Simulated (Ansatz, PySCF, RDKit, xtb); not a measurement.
# HNSO2: from the formula to a structure

Task: start from the formula HNSO2, draw up candidate structures, narrow them down in stages, and characterise the one that lies lowest at 298.15 K.

Plan: many cheap relaxations first (GFN2-xTB), then density-functional screening, relaxation at B3LYP-D3(BJ)/6-311G**, vibrations and a final energy. The numbers are computed, not measured.

4 further runs of the same task are left out: 4 set aside as unsound or not needed.

## (1) Possible bonding patterns

A program enumerates the bonding patterns with one Lewis structure each (two rings at most, one unusual centre or charged pair), with their diastereomers. O–O, O–halogen and N–halogen bonds and N–N–N chains are not drawn. That gives 21 candidates, of which 1 could not be built in three dimensions.

c090 N1OSO1; c101 O1[N@]2O[S@H]12; c119 O[S@@]1=NO1; c222 [N-]=[O+]SO; c258 O=[S@@H]1=NO1; c337 O=S=[NH+][O-]; c377 N#S(=O)O; c379 O/N=[O+]/[S-]; c390 O=[S@@]1NO1; c406 [O-][N@@H+]1OS1; c548 O=NSO; c646 O=N[SH]=O; c660 N=S(=O)=O; c666 O=[N+](O)[S-]; c707 O=[N+]([O-])S; c782 O/N=[O+]\[S-]; c791 O=S=NO; c836 O=NOS; c933 [O-][N+]1=[SH]O1; c984 On1os1.

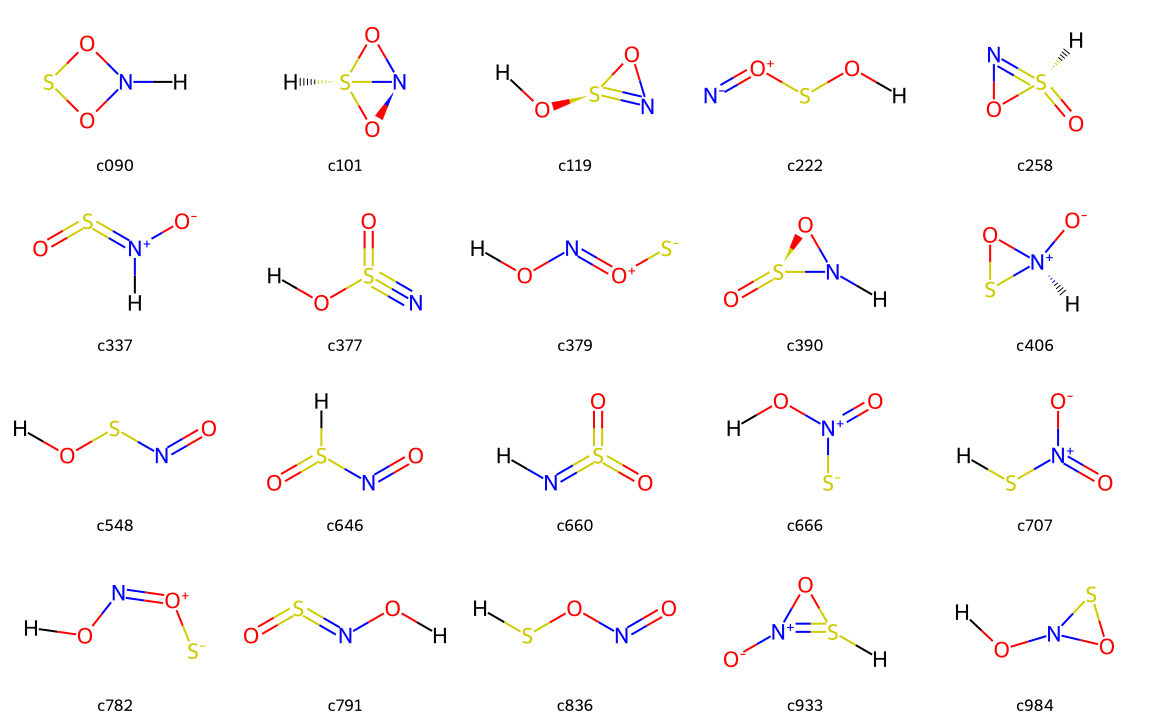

Structural formulas of the candidates.

Candidates are built by distance geometry, with a force field where one applies, in up to four conformers (letters a to d). 10 starts with atoms placed at random are added, to find patterns that the rules miss.

Q: Predict the outcome of this search (final energies at CCSD(T)/def2-TZVPP).

| quantity | value |
| --- | --- |
| lowest structure found | N=S(=O)=O, singlet, Cs |
| next finalist | O=S=NO, singlet, 15.2 kcal/mol higher in G |
| share at equilibrium, among the finalists | 100.0 % |
| harmonic wavenumbers, lowest and highest (B3LYP-D3(BJ)/6-311G**) | 417 and 3493 cm⁻¹ |
| rotational constants, same geometry | 0.3263, 0.3203, 0.1616 cm⁻¹ |
| dipole moment (PBE0/def2-TZVPD) | 2.02 D |
| HOMO energy (PBE0/def2-TZVPD) | -9.71 eV |
| LUMO energy (PBE0/def2-TZVPD) | -2.19 eV |
| HOMO–LUMO gap (PBE0/def2-TZVPD) | 7.52 eV |
| lowest excitation (TD-B3LYP/def2-SVPD) | 5.21 eV (f = 0.001) |
| strongest of the states computed, same level | 7.21 eV (f = 0.077) |
| lowest triplet excitation, same level, Tamm-Dancoff | 4.33 eV |
| vertical ionisation energy | 12.12 eV |
| vertical electron affinity | 0.29 eV |
| vertical triplet less singlet | +4.50 eV |

The lowest structure found is `N=S(=O)=O`. Among the finalists first place is clear (15.2 kcal/mol); structures outside the list aren't covered. HF/def2-TZVPP and MP2/def2-TZVPP already put its bonding pattern lowest among the structures in one piece; GFN2-xTB favours the singlet O=S=NO; HF/STO-3G and B3LYP-D3(BJ)/6-311G** favour the singlet O=NSO; r2SCAN-D4/def2-SVP favours the singlet O=[N+]([O-])S (c707a, not a finalist). A large T1 diagnostic among the finalists warns that one reference determinant may not suffice. It concerns: the finalist O=S=NO (singlet); the finalist O=NSO (singlet); the finalist O=NSO (singlet). One minimum inside the window was never screened. The search is not exhaustive (a finite list of starts, one conformer a finalist), so a lower isomer can't be ruled out. The lowest isomer need not be the one that is made and kept in a bottle, which depends on barriers.
